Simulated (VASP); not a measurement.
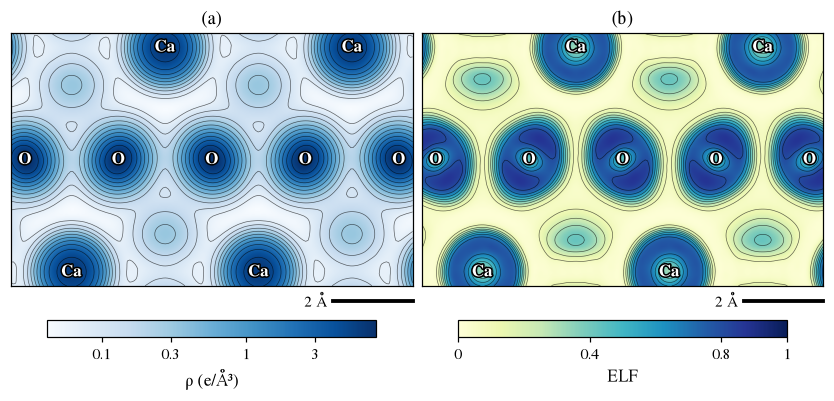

*CaO5. (a) valence electron density; (b) ELF on the (101̄) plane of the conventional cell.*

Space group P6/mmm; a structure from a database of computed crystals, not necessarily the ambient phase; a generated structure, not necessarily the stable one; computed pressure about −16 GPa in this cell.

The calculation used Kohn-Sham DFT of a periodic cell, PBE, VASP PAW PBE potentials, recommended in VASP 6.6.1.

```cif
data_structure
_symmetry_space_group_name_H-M 'P 1'
_symmetry_Int_Tables_number 1
_cell_length_a 4.7234
_cell_length_b 4.7234
_cell_length_c 3.9394
_cell_angle_alpha 90.000
_cell_angle_beta 90.000
_cell_angle_gamma 120.000
_cell_volume 76.12
loop_
_atom_site_label
_atom_site_type_symbol
_atom_site_fract_x
_atom_site_fract_y
_atom_site_fract_z
_atom_site_occupancy
Ca1 Ca 0.00000 0.00000 0.00000 1
O1 O 0.33333 0.66667 0.00000 1
O2 O 0.66667 0.33333 0.00000 1
O3 O 0.50000 0.00000 0.50000 1
O4 O 0.50000 0.50000 0.50000 1
O5 O 0.00000 0.50000 0.50000 1
```

Describe what can be read from this map.

- The section cuts through Ca and O sites.
- Atoms just off the plane (O, 0.9 Å away) can leave unmarked features too.
- Ca–O (3.08 Å): ρ at the midpoint is about 0.05 e/Å³; the ELF is about 0 at the midpoint: a largely ionic contact.
- Between the atoms the lowest density in this plane is 0.04 e/Å³.
- The features right at Ca lie inside the PAW spheres, where the map follows smoothed inner orbitals and isn't to be read closely.
